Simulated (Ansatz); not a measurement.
# Fields on a plane of TiSi2 (C54 type, space group Fddd)

```
TiSi2
1.0
    0.00000     4.11603     4.26094
    2.39020     0.00000     4.26094
    2.39020     4.11603     0.00000
Si Ti
4 2
Cartesian
  2.39020   5.45372   4.26094
  2.39020   2.77835   4.26094
  3.58530   4.83637   6.39141
  3.58530   7.51174   6.39141
  0.00000   0.00000   0.00000
  1.19510   2.05802   2.13047
```

The slice is a (110) plane (indices of the conventional cell) through the point (0.250, 0.250, 0.250) (fractional), spanned by u = [1 -1 0] and v = [1 1 -1] in vectors of this cell: u (4.76 Å) and v (8.52 Å, at 90° to u). It covers one period; positions are fractions (u, v).

Atoms on it: Ti at (0.50, 0.25); Ti at (0.00, 0.00). Other atoms lie within 1 Å of the plane.

Level of theory: r2SCAN (plane waves to 500 eV, PAW, scalar-relativistic; Ansatz, a quantum-chemistry and plane-wave program). k mesh 13×13×13. These are valence fields of a PAW run, semicore shells included where kept as valence: close to a nucleus they are smooth pseudo fields. The PAW data are Ansatz's earlier set. TiSi2 is run without spin polarisation. TiSi2 was relaxed with its symmetry unable to fall.

```
v \ u  0.00  0.18  0.36  0.55  0.73  0.91
-----  ----  ----  ----  ----  ----  ----
0.90   0.27  0.21  0.29  0.13  0.42  0.16
0.75   0.53  0.62  0.61  0.57  0.58  0.63
0.60   0.19  0.71  0.52  0.16  0.76  0.39
0.45   0.42  0.64  0.76  0.63  0.73  0.53
0.30   0.25  0.30  0.47     x  0.10  0.29
0.15   0.23  0.37  0.10  0.23  0.23  0.29
0.00      x  0.28  0.48  0.52  0.19     x
```

Values: electron localisation function (ELF). Points within 0.5 Å of a nucleus are blanked (x), as the pseudised field means little there.

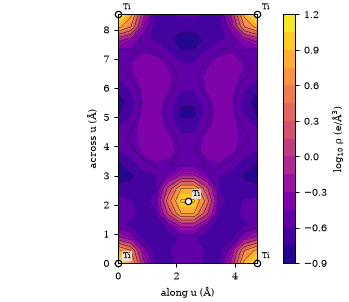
*Log₁₀ of the valence density in e/Å³, one period of the plane, atoms marked. The scale is logarithmic, as a density can span decades between atoms and voids.*
